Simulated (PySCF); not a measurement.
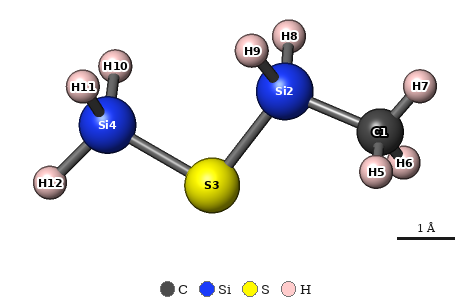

Fig. 1: The structure (ball-and-stick view, seen at a tilt; atoms are numbered from 1 in the order of the input). Bond lengths as drawn: C–H 1.10 Å, C–Si 1.87 Å, H–Si 1.49 to 1.50 Å and S–Si 2.15 to 2.16 Å.

**CH₈SSi₂: one change and its effect**

System: CH₈SSi₂, SMILES C[SiH2]S[SiH3].
Method of run 1: GIAO PBE0/STO-3G NMR shielding, non-relativistic, gas phase (PySCF 2.14.0).

The geometry comes from this level: PBE0-D3(BJ)/def2-SVP. Text and figures count atoms from 1; the logs count them from 0 in places.

## Input file, run 1
```
{"job": {"kind": "nmr", "xc": "PBE0", "basis": "STO-3G", "pop": true}, "charge": 0, "multiplicity": 1}
C     -2.192866     0.381343     0.316449
Si    -0.445079     0.447713     0.975567
S      0.862708     0.707044    -0.722092
Si     2.740770     0.864267     0.307396
H     -2.443572     1.318077    -0.203469
H     -2.309828    -0.451991    -0.392242
H     -2.906919     0.239006     1.142479
H     -0.085433    -0.809970     1.700484
H     -0.264378     1.589703     1.924706
H      3.022181    -0.366854     1.105873
H      2.753315     2.039816     1.229356
H      3.783202     1.034099    -0.743633
```

The first line tells a small driver script what to run in PySCF; the rest is the geometry in Å.

Command:
```bash
OMP_NUM_THREADS=1 python <driver script> task.json out
```

Hardware: 1 CPU thread, shared host.

## Output (run 1)
```
coarse grid: 10920 points
cycle   1  E = -1008.1091879794  dE = -5.615e-01  |g| = 3.695e-01  |ddm| = 3.796e+00
cycle   2  E = -1008.1137037301  dE = -4.516e-03  |g| = 3.717e-01  |ddm| = 1.447e+00
cycle   3  E = -1008.1707895187  dE = -5.709e-02  |g| = 9.333e-03  |ddm| = 7.257e-01
cycle   4  E = -1008.1708237660  dE = -3.425e-05  |g| = 4.626e-03  |ddm| = 2.758e-02
cycle   5  E = -1008.1708331912  dE = -9.425e-06  |g| = 9.389e-04  |ddm| = 1.056e-02
final grid: 89784 points
cycle   6  E = -1008.1376464503  dE = -3.099e-06  |g| = 2.093e-03  |ddm| = 8.961e-03
cycle   7  E = -1008.1376469507  dE = -5.005e-07  |g| = 1.815e-03  |ddm| = 6.430e-03
cycle   8  E = -1008.1376481165  dE = -1.166e-06  |g| = 1.011e-04  |ddm| = 2.890e-03
cycle   9  E = -1008.1376481207  dE = -4.179e-09  |g| = 7.053e-06  |ddm| = 1.862e-04
cycle  10  E = -1008.1376481207  dE = -1.569e-11  |g| = 5.502e-07  |ddm| = 1.129e-05
converged SCF energy = -1008.1376481207

GIAO shielding tensors (ppm)
atom      isotropic    diamagn.    paramagn.     s11        s22        s33       span
  0 C      236.585     246.293      -9.708    229.594    238.269    241.892     12.299
  1 Si     537.250     871.807    -334.557    491.764    517.301    602.685    110.921
  2 S     1045.313    1048.200      -2.887   1028.901   1037.472   1069.565     40.665
  3 Si     564.854     869.737    -304.883    520.150    540.615    633.796    113.646
  4 H       32.443      30.269       2.174     26.568     30.026     40.735     14.167
  5 H       32.449      31.325       1.123     26.575     30.024     40.747     14.172
  6 H       32.585      29.301       3.284     26.690     28.843     42.224     15.534
  7 H       30.846      33.912      -3.066     26.281     29.182     37.075     10.794
  8 H       30.872      32.741      -1.869     26.246     29.380     36.989     10.743
  9 H       30.955      31.890      -0.935     26.849     28.779     37.236     10.387
 10 H       30.946      30.821       0.125     26.860     28.746     37.231     10.371
 11 H       30.701      29.927       0.774     26.498     27.751     37.853     11.355
```

Run 2 used a changed input.

## The two runs side by side

```tsv
quantity	run 1	run 2
outcome	converged	converged
total energy (hartree)	−1008.137648	−1019.541884
HOMO (eV)	−3.35	−7.17
LUMO (eV)	5.85	−0.04
dipole moment (D)	0.94	1.90
shielding of C1 (ppm)	236.6	202.1
shielding of Si2 (ppm)	537.2	441.8
shielding of S3 (ppm)	1045.3	898.7
shielding of Si4 (ppm)	564.9	469.1
shielding of H8 (ppm)	30.8	28.2
shielding of H9 (ppm)	30.9	28.3
shielding of H10 (ppm)	31.0	28.5
SCF iterations	10	11
basis functions	40	64
wall time (shared host)	4.5 s	8.6 s
```

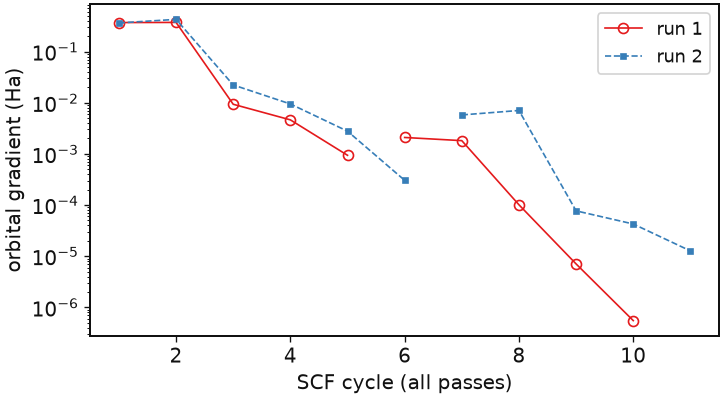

Fig. 2: Convergence of the two runs: orbital gradient against the SCF cycle. A break in a curve parts two SCF passes (coarse and final grid). Run 1 takes 10 cycles in all, and run 2 takes 11.

What was changed in the input?

The change (lines with − go, lines with + come):
```diff
-"basis": "STO-3G"
+"basis": "6-31G"
```

The total energy of run 2 is 7156.3 kcal/mol lower, which measures the change of basis and not a stability. The HOMO goes from −3.35 to −7.17 eV. The LUMO goes from 5.85 to −0.04 eV. The dipole moment goes from 0.94 to 1.90 D. Of all shieldings, the largest change is that of S3, by −146.7 ppm. The SCF takes 11 iterations against 10. The basis functions go from 40 to 64.

## Output (run 2)
```
coarse grid: 10920 points
cycle   1  E = -1019.5570937883  dE =  5.364e-02  |g| = 3.634e-01  |ddm| = 2.914e+00
cycle   2  E = -1019.5418719778  dE =  1.522e-02  |g| = 4.262e-01  |ddm| = 1.120e+00
cycle   3  E = -1019.6017523178  dE = -5.988e-02  |g| = 2.227e-02  |ddm| = 6.337e-01
cycle   4  E = -1019.6019305987  dE = -1.783e-04  |g| = 9.463e-03  |ddm| = 5.783e-02
cycle   5  E = -1019.6019617280  dE = -3.113e-05  |g| = 2.778e-03  |ddm| = 1.861e-02
cycle   6  E = -1019.6019642190  dE = -2.491e-06  |g| = 3.043e-04  |ddm| = 3.961e-03
final grid: 89784 points
cycle   7  E = -1019.5418736177  dE = -2.243e-06  |g| = 5.776e-03  |ddm| = 1.757e-02
cycle   8  E = -1019.5418684568  dE =  5.161e-06  |g| = 7.058e-03  |ddm| = 1.646e-02
cycle   9  E = -1019.5418839772  dE = -1.552e-05  |g| = 7.693e-05  |ddm| = 9.220e-03
cycle  10  E = -1019.5418839793  dE = -2.084e-09  |g| = 4.260e-05  |ddm| = 2.472e-04
cycle  11  E = -1019.5418839800  dE = -6.614e-10  |g| = 1.269e-05  |ddm| = 8.491e-05
converged SCF energy = -1019.5418839800

GIAO shielding tensors (ppm)
atom      isotropic    diamagn.    paramagn.     s11        s22        s33       span
  0 C      202.092     253.025     -50.934    193.629    201.786    210.860     17.230
  1 Si     441.780     881.660    -439.879    400.483    424.339    500.519    100.036
  2 S      898.652    1058.616    -159.964    884.975    893.714    917.266     32.290
  3 Si     469.123     880.747    -411.624    427.125    450.113    530.130    103.005
  4 H       31.869      29.830       2.038     26.525     29.957     39.124     12.600
  5 H       31.879      30.137       1.741     26.534     29.943     39.159     12.626
  6 H       32.275      29.346       2.929     26.703     28.876     41.247     14.544
  7 H       28.217      30.085      -1.868     23.836     26.843     33.973     10.138
  8 H       28.271      30.128      -1.857     23.876     27.050     33.887     10.011
  9 H       28.453      28.664      -0.212     24.355     26.453     34.551     10.196
 10 H       28.444      28.581      -0.136     24.351     26.453     34.529     10.178
 11 H       28.243      28.770      -0.527     24.057     25.527     35.146     11.089
```
